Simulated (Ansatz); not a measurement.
# PH3 (phosphine): CCSDT/6-31G

Aim: the electronic atomisation energy of PH3 (phosphine) at CCSDT/6-31G, from 3 runs. 

The calculation is run with Ansatz 0.2.0.

60 further runs of the same task are left out: 2 that didn't finish, 58 set aside as unsound or not needed.

## (1) The system as given

PH3: 4 atoms, total charge 0, spin state singlet. SMILES: `P`. The shape is that of a PBE0-D4/def2-TZVP optimisation.

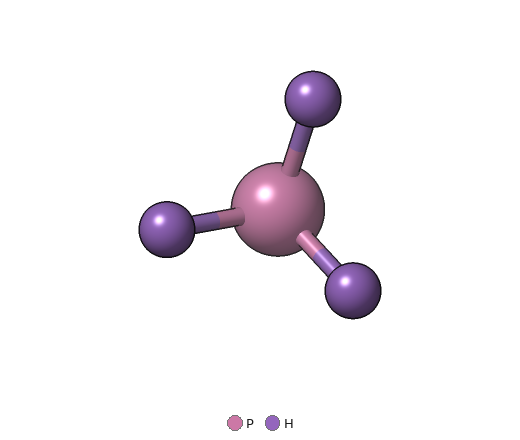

The structure, seen from a chosen angle (phosphorus pink, hydrogen purple).

## (2) The energy at CCSDT/6-31G

Contents of run.yaml:

```yaml
basis:
  gaussian:
    orbitals: 6-31G
crystal:
  periodic: [false, false, false]
  atoms:
    - symbol: P
      position_ang: [0.346000, -0.326500, -0.332800]
    - symbol: H
      position_ang: [0.630900, -0.034000, 1.027000]
    - symbol: H
      position_ang: [-1.005500, -0.663000, -0.057200]
    - symbol: H
      position_ang: [0.028700, 1.023500, -0.636900]
correlation:
  method: ccsdt
  frozen_orbitals: {H: 0, P: 5}
accuracy: high
scf:
  omitted_lower_state_checks: [cluster_reference, increment]
```

On the command line:

```bash
$ ansatz run run.yaml --threads 1 --pin off --max-ram 2610MiB --events-out events.jsonl --progress --plain --runs-dir runs
```

What it wrote (excerpt; [...] marks lines left out):

```text
Warning: RAYON_NUM_THREADS=1 ignored (pool sized by the plan → 1); use --threads N
Functional definition: HF
  name "HF"
[...]
408 factors; integrals over basis functions are off by at most 3.9e-9 eV
[...]
mean field -9317.06203054 eV, -342.3957142908 hartree, gradient 9.6e-9 eV, S^2 0.000000; 0 other end points of the search recorded, 0 dependent functions left out
5 core orbitals not correlated: weight in the atoms' cores, before any rotation towards them, 1.000 or more for the frozen orbitals, at most 0.000 for the correlated occupied ones
reference -9317.06203054 eV, -342.3957142908 hartree; 4, 4 occupied and 10, 10 virtual orbitals, 408 factors
second order -1.73348017 eV of doubles, -0.00000000 eV of singles
cycle   1  -2.12748125 eV  change   -3.9e-1 eV  update   5.1e-2
[...]
cycle  18  -2.33829947 eV  change  -9.2e-10 eV  update  7.3e-10
Total energy: -9319.40033001 eV, -342.4816452114 hartree
Checks for a lower state left out: cluster_reference, increment
```

Wall time 0.3 s (1 thread of Arm Neoverse V1, shared host).

## (3) The H atom: the energy at UHF/6-31G

Contents of molecule.yaml:

```yaml
crystal:
  periodic: [false, false, false]
  atoms:
    - {symbol: H, position_ang: [0.000000, 0.000000, 0.000000]}
basis:
  gaussian:
    orbitals: 6-31G
magnetization:
  spin_polarized: true
  initial_magnetization: 1
hamiltonian:
  xc: hf
accuracy: high
```

Run the same way, it converges to -0.49823 Eh (log not shown).

## (4) The P atom at the same level

Contents of job.yaml:

```yaml
crystal:
  periodic: [false, false, false]
  atoms:
    - symbol: P
      position_ang: [0.000000, 0.000000, 0.000000]
basis:
  gaussian: {orbitals: 6-31G}
magnetization: {spin_polarized: true, initial_magnetization: 3}
correlation: {method: ccsdt, frozen_orbitals: {P: 5}}
accuracy: high
scf: {omitted_lower_state_checks: [cluster_reference, increment]}
```

Run the same way, it converges to -340.70495 Eh (log not shown).

## (5) Outcome

At CCSDT/6-31G, 5 core orbitals frozen:

| quantity | value |
| --- | --- |
| molecule: total energy | -342.48165 Eh |
| molecule: correlation energy (5 core orbitals frozen) | -85.9 mEh |
| molecule: T1 diagnostic | 0.006 |
| H atom: total energy | -0.49823 Eh |
| H atom: ⟨S²⟩ | 0.750 |
| P atom: total energy | -340.70495 Eh |
| P atom: correlation energy (5 core orbitals frozen) | -15.9 mEh |
| P atom: ⟨S²⟩ of the reference determinant | 3.750 |
| P atom: T1 diagnostic | 0.004 |
| electronic atomisation energy | 7.674 eV |

**Reading.** Taking the molecule apart into free atoms costs 7.67 eV (740 kJ/mol), before zero-point energy and without spin-orbit coupling. The basis has no polarisation functions, which makes bonds too weak.
